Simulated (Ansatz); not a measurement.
Nudged elastic band of C2H6OS2Si (part 1 of 2)

The run: nudged elastic band of C2H6OS2Si. Method and program: RKS PBE0-D4/def2-SVP (Ansatz 0.2.0).

It belongs to a series of runs on one base structure; here: band between the two ends.

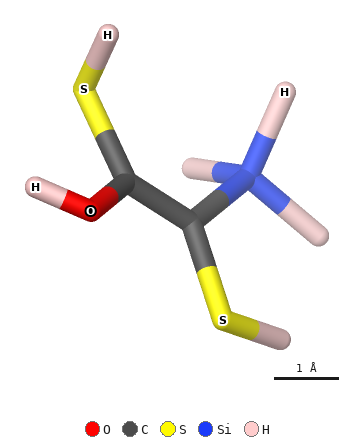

**Figure 1.** The input geometry (stick view, seen at a tilt).

The input:
```yaml
crystal:
  periodic: [false, false, false]
  atoms:
    - { symbol: O, position_ang: [-0.575004, -0.509313, -2.261753] }
    - { symbol: C, position_ang: [-0.388447, -0.558076, -0.926175] }
    - { symbol: S, position_ang: [-0.710515, -2.098569, -0.108716] }
    - { symbol: C, position_ang: [-0.012979, 0.534374, -0.227153] }
    - { symbol: Si, position_ang: [0.416553, 0.429491, 1.597963] }
    - { symbol: S, position_ang: [0.129561, 2.052001, -1.123145] }
    - { symbol: H, position_ang: [-1.136503, -1.248187, -2.526617] }
    - { symbol: H, position_ang: [0.328388, -2.792638, -0.638232] }
    - { symbol: H, position_ang: [-0.760386, 0.047228, 2.433469] }
    - { symbol: H, position_ang: [0.864085, 1.794426, 2.018981] }
    - { symbol: H, position_ang: [1.529869, -0.533948, 1.846568] }
    - { symbol: H, position_ang: [0.39228, 2.828211, -0.05119] }
basis:
  gaussian: { orbitals: def2-SVP }
hamiltonian:
  xc: pbe0
  dispersion: d4
neb:
  order_check: false
  images: 9
  f_tol: 0.05
  max_iterations: 32
  spring: { min: 2.0, max: 10.0 }
  final_atoms:
    - { symbol: O, position_ang: [0.44069205, -0.70954511, -1.73062601] }
    - { symbol: C, position_ang: [-0.57396939, -0.83019544, -0.88229651] }
    - { symbol: S, position_ang: [-1.54200825, -2.14670806, -0.83047308] }
    - { symbol: C, position_ang: [-0.66686934, 0.32326309, 0.05815929] }
    - { symbol: Si, position_ang: [0.60473026, 0.19596279, 1.48385235] }
    - { symbol: S, position_ang: [-0.51776781, 1.9711658, -0.71903086] }
    - { symbol: H, position_ang: [0.44927926, -1.51317771, -2.27650644] }
    - { symbol: H, position_ang: [-1.66243755, 0.3045409, 0.52380351] }
    - { symbol: H, position_ang: [0.58582508, -1.17789337, 2.07124788] }
    - { symbol: H, position_ang: [0.23170923, 1.20501298, 2.51512622] }
    - { symbol: H, position_ang: [1.96246732, 0.49067522, 0.93741374] }
    - { symbol: H, position_ang: [0.76525114, 1.83189889, -1.11667009] }
  initial_path:
    images:
      - { positions_ang: [[-0.575004, -0.509313, -2.261753], [-0.388447, -0.558076, -0.926175], [-0.710515, -2.098569, -0.108716], [-0.012979, 0.534374, -0.227153], [0.416553, 0.429491, 1.597963], [0.129561, 2.052001, -1.123145], [-1.136503, -1.248187, -2.526617], [0.328388, -2.792638, -0.638232], [-0.760386, 0.047228, 2.433469], [0.864085, 1.794426, 2.018981], [1.529869, -0.533948, 1.846568], [0.39228, 2.828211, -0.05119]] }
      - { positions_ang: [[-0.60690015, -0.52727706, -2.27490395], [-0.39308295, -0.58983952, -0.94542692], [-0.67339726, -2.15143239, -0.18740078], [-0.00336646, 0.50008935, -0.23744379], [0.42221908, 0.40935443, 1.5793296], [0.10056826, 2.03693449, -1.10052492], [-1.11181988, -1.28747455, -2.54709457], [0.28820197, -2.49657096, -0.49310209], [-0.75760652, 0.06166521, 2.43044685], [0.90431917, 1.76097095, 2.00582644], [1.50727576, -0.57659138, 1.83721666], [0.40049101, 2.80517143, -0.03292252]] }
      - { positions_ang: [[-0.6387963, -0.54524112, -2.28805491], [-0.3977189, -0.62160304, -0.96467883], [-0.63627953, -2.20429578, -0.26608556], [0.00624607, 0.4658047, -0.24773459], [0.42788515, 0.38921786, 1.56069619], [0.07157551, 2.02186798, -1.07790484], [-1.08713677, -1.32676209, -2.56757213], [0.24801594, -2.20050392, -0.34797219], [-0.75482705, 0.07610241, 2.4274247], [0.94455334, 1.72751589, 1.99267188], [1.48468251, -0.61923475, 1.82786532], [0.40870201, 2.78213185, -0.01465505]] }
      - { positions_ang: [[-0.67069245, -0.56320518, -2.30120586], [-0.40235484, -0.65336655, -0.98393075], [-0.59916179, -2.25715917, -0.34477035], [0.01585861, 0.43152004, -0.25802538], [0.43355123, 0.36908128, 1.54206279], [0.04258277, 2.00680148, -1.05528476], [-1.06245365, -1.36604964, -2.5880497], [0.20782991, -1.90443688, -0.20284228], [-0.75204757, 0.09053962, 2.42440256], [0.98478751, 1.69406084, 1.97951732], [1.46208927, -0.66187813, 1.81851398], [0.41691302, 2.75909228, 0.00361243]] }
      - { positions_ang: [[-0.7025886, -0.58116924, -2.31435682], [-0.40699079, -0.68513007, -1.00318267], [-0.56204406, -2.31002255, -0.42345513], [0.02547115, 0.39723539, -0.26831618], [0.4392173, 0.34894471, 1.52342939], [0.01359003, 1.99173497, -1.03266468], [-1.03777054, -1.40533719, -2.60852727], [0.16764389, -1.60836984, -0.05771237], [-0.74926809, 0.10497683, 2.42138041], [1.02502167, 1.66060579, 1.96636276], [1.43949603, -0.70452151, 1.80916264], [0.42512402, 2.73605271, 0.02187991]] }
      - { positions_ang: [[-0.73448476, -0.5991333, -2.32750777], [-0.41162674, -0.71689359, -1.02243459], [-0.52492632, -2.36288594, -0.50213991], [0.03508369, 0.36295074, -0.27860697], [0.44488338, 0.32880814, 1.50479599], [-0.01540272, 1.97666846, -1.0100446], [-1.01308742, -1.44462473, -2.62900483], [0.12745786, -1.3123028, 0.08741754], [-0.74648862, 0.11941403, 2.41835826], [1.06525584, 1.62715073, 1.9532082], [1.41690278, -0.74716488, 1.7998113], [0.43333503, 2.71301314, 0.04014739]] }
      - { positions_ang: [[-0.4994494, -0.62121566, -2.20813142], [-0.44409527, -0.73955396, -0.99440697], [-0.72834271, -2.31965037, -0.56780655], [-0.10530692, 0.35501321, -0.21125372], [0.47685276, 0.30223907, 1.50060726], [-0.11587574, 1.97556793, -0.95184185], [-0.72061409, -1.45833533, -2.55850515], [-0.23052122, -0.98893406, 0.17469473], [-0.48002588, -0.14004745, 2.34893618], [0.89854652, 1.54272318, 2.06559181], [1.52601569, -0.49959686, 1.62733179], [0.49971825, 2.53679029, -0.19121611]] }
      - { positions_ang: [[-0.26441404, -0.64329803, -2.08875507], [-0.4765638, -0.76221433, -0.96637936], [-0.9317591, -2.27641479, -0.63347318], [-0.24569752, 0.34707568, -0.14390046], [0.50882213, 0.27567, 1.49641853], [-0.21634875, 1.9744674, -0.8936391], [-0.42814075, -1.47204592, -2.48800547], [-0.5885003, -0.66556532, 0.26197193], [-0.21356314, -0.39950893, 2.27951411], [0.7318372, 1.45829563, 2.17797541], [1.6351286, -0.25202884, 1.45485228], [0.56610147, 2.36056744, -0.4225796]] }
      - { positions_ang: [[-0.02937867, -0.66538039, -1.96937871], [-0.50903233, -0.7848747, -0.93835174], [-1.13517548, -2.23317921, -0.69913982], [-0.38608813, 0.33913815, -0.07654721], [0.54079151, 0.24910093, 1.4922298], [-0.31682177, 1.97336687, -0.83543636], [-0.13566741, -1.48575652, -2.41750579], [-0.94647939, -0.34219658, 0.34924912], [0.0528996, -0.65897041, 2.21009203], [0.56512788, 1.37386808, 2.29035901], [1.74424151, -0.00446082, 1.28237277], [0.63248469, 2.18434459, -0.6539431]] }
      - { positions_ang: [[0.20565669, -0.68746275, -1.85000236], [-0.54150086, -0.80753507, -0.91032413], [-1.33859187, -2.18994364, -0.76480645], [-0.52647873, 0.33120062, -0.00919396], [0.57276088, 0.22253186, 1.48804108], [-0.41729479, 1.97226634, -0.77723361], [0.15680593, -1.49946712, -2.34700611], [-1.30445847, -0.01882784, 0.43652631], [0.31936234, -0.91843189, 2.14066995], [0.39841856, 1.28944053, 2.40274262], [1.85335441, 0.2431072, 1.10989326], [0.69886792, 2.00812174, -0.88530659]] }
      - { positions_ang: [[0.44069205, -0.70954511, -1.73062601], [-0.57396939, -0.83019544, -0.88229651], [-1.54200825, -2.14670806, -0.83047308], [-0.66686934, 0.32326309, 0.05815929], [0.60473026, 0.19596279, 1.48385235], [-0.51776781, 1.9711658, -0.71903086], [0.44927926, -1.51317771, -2.27650644], [-1.66243755, 0.3045409, 0.52380351], [0.58582508, -1.17789337, 2.07124788], [0.23170923, 1.20501298, 2.51512622], [1.96246732, 0.49067522, 0.93741374], [0.76525114, 1.83189889, -1.11667009]] }
```

Launch command:
```bash
ansatz run input.yaml --threads 2 --pin off --max-ram 3072MiB --backend cpu --events-out ev --progress --plain --runs-dir out
```

Log:
```
Engine: ansatz 0.2.0, aarch64-unknown-linux-gnu
Functional definition: PBE0
  parameter a = 0.25
  parameter kappa = 0.804
  parameter beta = 0.06672455060314922
  exchange = (1 - a)*pbe_x(kappa = kappa, mu = beta*pi^2/3) + a*exact_x
  correlation = pbe_c(beta = beta)
1338 factors; integrals over basis functions are off by at most 3.1e-4 eV
mean field evaluation 1: about -33734.0880 eV, gradient 4.4e1 eV
mean field evaluation 2: about -33729.9807 eV, gradient 6.1e1 eV
mean field evaluation 4: about -33738.3052 eV, gradient 1.4e0 eV
mean field evaluation 8: about -33738.3446 eV, gradient 4.6e-2 eV
mean field evaluation 16: about -33738.3446 eV, gradient 1.3e-5 eV
mean field -33738.34462113 eV, -1239.8612961553 hartree, gradient 1.3e-5 eV, S^2 0.000000; 0 other end points of the search recorded, 0 dependent functions left out
the calculation of the forces begins
reference -33738.34464787 eV, -1239.8612971380 hartree; 36, 36 occupied and 90, 90 virtual orbitals, 1338 factors
1338 factors; integrals over basis functions are off by at most 1.2e-3 eV
mean field -33738.92939096 eV, -1239.8827860500 hartree, gradient 5.4e-5 eV, S^2 0.000000; 0 other end points of the search recorded, 0 dependent functions left out
[... from here on the field's lines of each further geometry are left out, up to the last ...]
NEB iter   1: max|band force component| = 4.492e1 eV/Å  barrier→ = 10.8594 eV  barrier← = 11.4429 eV  Δτ_max = 0.2000 Å  (299 SCF iters)
NEB iter   2: max|band force component| = 9.368e0 eV/Å  barrier→ = 3.5162 eV  barrier← = 4.0996 eV  Δτ_max = 0.1988 Å  (311 SCF iters)
NEB iter   3: max|band force component| = 4.980e0 eV/Å  barrier→ = 2.0842 eV  barrier← = 2.6676 eV  Δτ_max = 0.1998 Å  (300 SCF iters)
NEB iter   4: max|band force component| = 2.340e0 eV/Å  barrier→ = 1.8092 eV  barrier← = 2.3926 eV  Δτ_max = 0.1996 Å  (312 SCF iters)
NEB iter   5: max|band force component| = 2.217e0 eV/Å  barrier→ = 1.5555 eV  barrier← = 2.1390 eV  Δτ_max = 0.2000 Å  (292 SCF iters)
NEB iter   6: max|band force component| = 1.936e0 eV/Å  barrier→ = 1.4530 eV  barrier← = 2.0364 eV  Δτ_max = 0.2000 Å  (278 SCF iters)
NEB iter   7: max|band force component| = 1.841e0 eV/Å  barrier→ = 1.4064 eV  barrier← = 1.9899 eV  Δτ_max = 0.1938 Å  (277 SCF iters)
NEB iter   8: max|band force component| = 1.543e0 eV/Å  barrier→ = 1.3501 eV  barrier← = 1.9335 eV  Δτ_max = 0.1969 Å  (275 SCF iters)
NEB iter   9: max|band force component| = 9.766e-1 eV/Å  barrier→ = 1.3973 eV  barrier← = 1.9807 eV  Δτ_max = 0.1990 Å  (278 SCF iters)
NEB iter  10: max|band force component| = 5.288e-1 eV/Å  barrier→ = 1.5057 eV  barrier← = 2.0892 eV  Δτ_max = 0.2000 Å  (276 SCF iters)
NEB iter  11: max|band force component| = 6.290e-1 eV/Å  barrier→ = 1.6113 eV  barrier← = 2.1947 eV  Δτ_max = 0.1006 Å  (279 SCF iters)
NEB iter  12: max|band force component| = 5.587e-1 eV/Å  barrier→ = 1.6112 eV  barrier← = 2.1947 eV  Δτ_max = 0.1002 Å  (277 SCF iters)
NEB iter  13: max|band force component| = 6.866e-1 eV/Å  barrier→ = 1.6581 eV  barrier← = 2.2416 eV  CI = image 6  Δτ_max = 0.1009 Å  (278 SCF iters)
NEB iter  14: max|band force component| = 4.045e-1 eV/Å  barrier→ = 1.6344 eV  barrier← = 2.2179 eV  CI = image 6  Δτ_max = 0.1995 Å  (278 SCF iters)
NEB iter  15: max|band force component| = 4.720e-1 eV/Å  barrier→ = 1.6051 eV  barrier← = 2.1886 eV  CI = image 6  Δτ_max = 0.1011 Å  (278 SCF iters)
NEB iter  16: max|band force component| = 4.174e-1 eV/Å  barrier→ = 1.5965 eV  barrier← = 2.1799 eV  CI = image 6  Δτ_max = 0.1008 Å  (281 SCF iters)
NEB iter  17: max|band force component| = 1.903e-1 eV/Å  barrier→ = 1.5919 eV  barrier← = 2.1754 eV  CI = image 6  Δτ_max = 0.0872 Å  (274 SCF iters)
NEB iter  18: max|band force component| = 1.168e-1 eV/Å  barrier→ = 1.5902 eV  barrier← = 2.1737 eV  CI = image 6  Δτ_max = 0.0888 Å  (277 SCF iters)
NEB iter  19: max|band force component| = 1.774e-1 eV/Å  barrier→ = 1.5912 eV  barrier← = 2.1747 eV  CI = image 6  Δτ_max = 0.0446 Å  (276 SCF iters)
NEB iter  20: max|band force component| = 1.582e-1 eV/Å  barrier→ = 1.5904 eV  barrier← = 2.1738 eV  CI = image 6  Δτ_max = 0.0447 Å  (277 SCF iters)
NEB iter  21: max|band force component| = 1.168e-1 eV/Å  barrier→ = 1.5893 eV  barrier← = 2.1728 eV  CI = image 6  Δτ_max = 0.0447 Å  (277 SCF iters)
NEB iter  22: max|band force component| = 1.169e-1 eV/Å  barrier→ = 1.5893 eV  barrier← = 2.1727 eV  CI = image 6  Δτ_max = 0.0448 Å  (258 SCF iters)
NEB iter  23: max|band force component| = 1.323e-1 eV/Å  barrier→ = 1.5893 eV  barrier← = 2.1727 eV  CI = image 6  Δτ_max = 0.0223 Å  (239 SCF iters)
NEB iter  24: max|band force component| = 1.039e-1 eV/Å  barrier→ = 1.5893 eV  barrier← = 2.1727 eV  CI = image 6  Δτ_max = 0.0223 Å  (228 SCF iters)
NEB iter  25: max|band force component| = 5.161e-2 eV/Å  barrier→ = 1.5893 eV  barrier← = 2.1727 eV  CI = image 6  Δτ_max = 0.0446 Å  (221 SCF iters)
the calculation of the forces begins
reference -33738.83088508 eV, -1239.8791660259 hartree; 36, 36 occupied and 90, 90 virtual orbitals, 1338 factors
1338 factors; integrals over basis functions are off by at most 1.0e-3 eV
mean field evaluation 1856: about -33736.7138 eV, gradient 1.2e0 eV
mean field -33736.74691450 eV, -1239.8025815193 hartree, gradient 1.8e-5 eV, S^2 0.000000; 1 other end points of the search recorded, 0 dependent functions left out
the calculation of the forces begins
reference -33736.74694026 eV, -1239.8025824663 hartree; 36, 36 occupied and 90, 90 virtual orbitals, 1338 factors
NEB iter  26: max|band force component| = 4.946e-2 eV/Å  barrier→ = 1.5893 eV  barrier← = 2.1727 eV  CI = image 6  Δτ_max = 0.0000 Å  (486 SCF iters)
```
